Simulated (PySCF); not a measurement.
## Electronic structure of C4H6F2O2Si in real space

```xyz
15

O     2.8230    0.5185   -1.1492
C     2.3074    0.9229   -0.1390
O     2.8864    1.8416    0.6383
Si    0.6221    0.3624    0.5997
F     1.0055   -0.7311    1.7289
C    -0.4058   -0.5322   -0.7277
C    -1.5690   -1.2384   -0.1178
C    -2.7787   -0.7207   -0.0104
F    -3.0651    0.5136   -0.4762
H     3.7567    2.1037    0.2875
H    -0.0088    1.4406    1.3370
H    -0.7629    0.1917   -1.4607
H     0.2270   -1.2503   -1.2528
H    -1.3999   -2.2212    0.2906
H    -3.6424   -1.1932    0.4299
```

Geometry: GFN2-xTB.

Computed with CAM-B3LYP/def2-SVPD, SCF density, gas phase (PySCF).

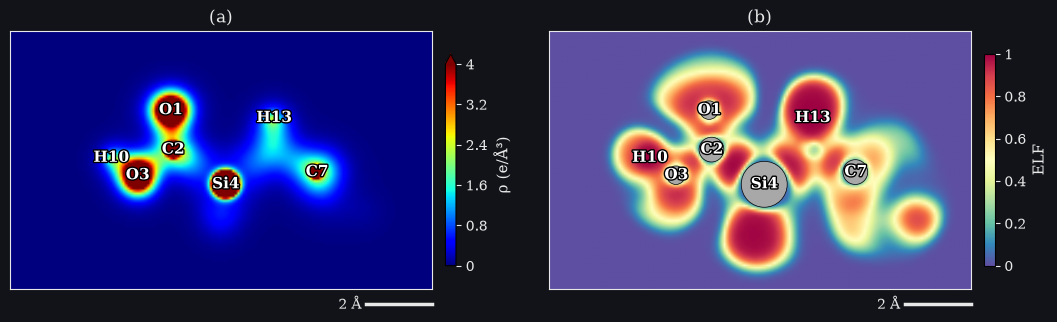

Figure 1. (a) total electron density; (b) ELF on the plane of atoms O1, C2 and O3. Grey discs cover the atomic cores in the ELF map.

### What does the map show?

The plane passes through O, C, Si and H nuclei.
C–O (1.20 Å): ρ is about 3.4 e/Å³ halfway; the ELF peaks at about 0.85 between the atoms: a short, multiple covalent bond.
C–Si (1.92 Å): ρ at the midpoint is about 0.95 e/Å³; the ELF peaks at about 1 between the atoms; localised, covalent bonding.
O–H (0.97 Å): ρ at the midpoint is about 3.7 e/Å³; the ELF climbs to about 1 towards the hydrogen, as it does in any bond to H: a covalent bond by its length.
C–O (1.34 Å): the density is about 2.5 e/Å³ at the midpoint; the ELF peaks at about 0.90 between the atoms, as expected for a shared but strongly polarised pair.
The ELF also peaks beside O3 and O1, away from the bonds: lone-pair regions.

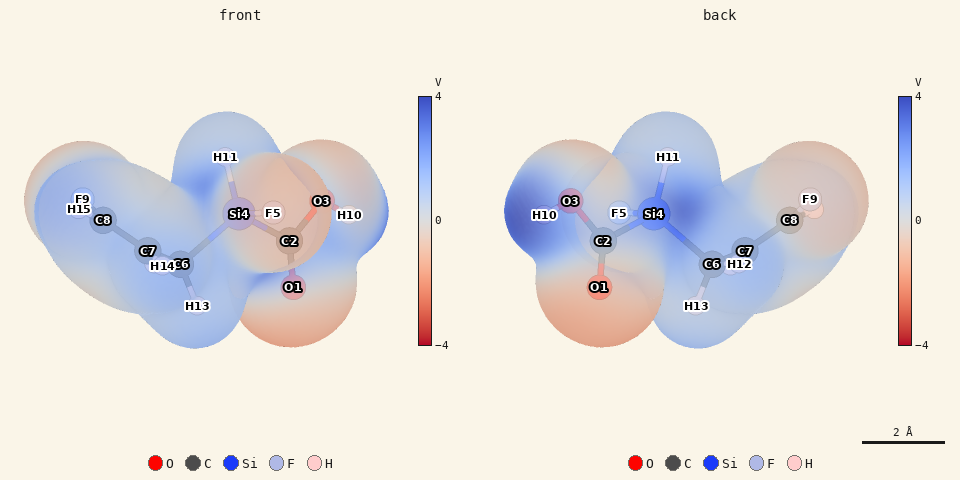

Figure 2. The molecular electrostatic potential painted on the density surface at 0.004 e/bohr³, seen from the front and from behind; red is negative and blue positive.

### Where is the surface potential most negative and most positive?

The most negative region (about −1.5 V) lies over O1, the most positive (about +3.7 V) over H10. O1 is the likeliest acceptor of a hydrogen bond.
